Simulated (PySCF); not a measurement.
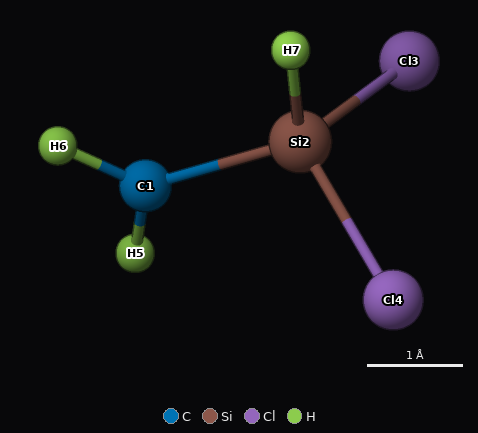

**Figure 1.** The structure (ball-and-stick view, seen at a tilt; atoms are numbered from 1 in the order of the input). Bond lengths as drawn: Cl–Si 2.05 Å, C–H 1.08 to 1.09 Å, C–Si 1.82 Å and H–Si 1.48 Å.

## CH₃Cl₂Si (charge +1): single-point calculation

- system: CH₃Cl₂Si, charge +1
- method: B2PLYP/6-31G*, RKS (PySCF 2.14.0)

The geometry is that of the parent species in another charge or spin state. The geometry comes from this level: PBE0-D4/def2-TZVP.

Input (input.py):
```python
from pyscf import gto, dft, mp

molecule = gto.M(
    atom='''
C     -1.309013     1.686770     0.373221
Si     0.881179    -0.943918    -0.007370
Cl     3.011845    -0.444842    -3.201763
Cl    -1.084703    -4.256608    -0.395331
H     -2.735757     2.130099    -1.030846
H     -1.263849     2.911312     2.017283
H      2.616326    -1.211314     2.158067
''',
    unit='bohr',
    basis='6-31g*',
    charge=1,
    verbose=3,
    max_memory=1860,
)

mf = dft.RKS(molecule, xc='0.53*HF + 0.47*B88, 0.73*LYP')
mf.conv_tol = 1e-10
mf.grids.level = 5
mf.kernel()
if not mf.converged:
    mf = mf.newton().run(mf.mo_coeff, mf.mo_occ)

pt = mp.MP2(mf, frozen=16).run()
etot = mf.e_tot + 0.27 * pt.e_corr
print('PT2 part  %.8f' % (0.27 * pt.e_corr))
print(f'total energy: {etot:.8f} hartree')
```

Hardware: 1 thread of Intel Xeon @ 2.70GHz, 189 GiB of memory available, shared host.

Run as:
```bash
OMP_NUM_THREADS=1 python input.py
```

The program's output:
```
converged SCF energy = -1248.80252934975
E(RMP2) = -1249.33631247044  E_corr = -0.533783120693521
E(SCS-RMP2) = -1249.32992462865  E_corr = -0.527395278897255
PT2 part  -0.14412144
total energy: -1248.94665079 hartree
```

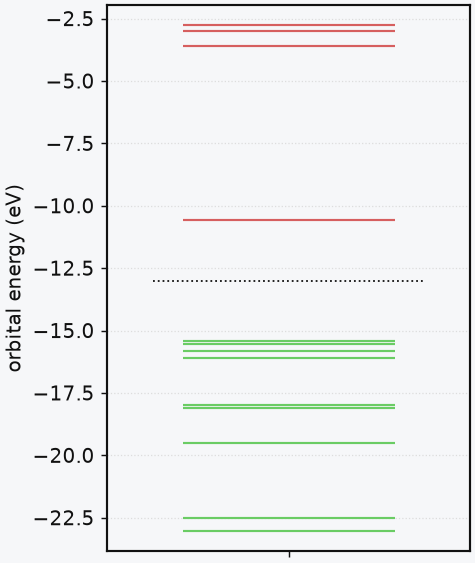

**Figure 2.** Orbital energies near the frontier; the dotted line parts filled from empty levels, and levels within 0.02 eV of each other stand side by side. Highest filled −15.43 eV, lowest empty −10.56 eV, 4.87 eV apart.

Key numbers:

| quantity | value |
| --- | --- |
| outcome | converged |
| total energy | −1248.946651 hartree |
| SCF energy | −1248.802529 hartree |
| basis functions | 74 |
| HOMO | −15.43 eV |
| LUMO | −10.56 eV |
| wall time | 20 s |
| peak memory | 0.39 GiB |

Notes:

The record of the run, not the program, notes: dipole of an ion depends on the origin.
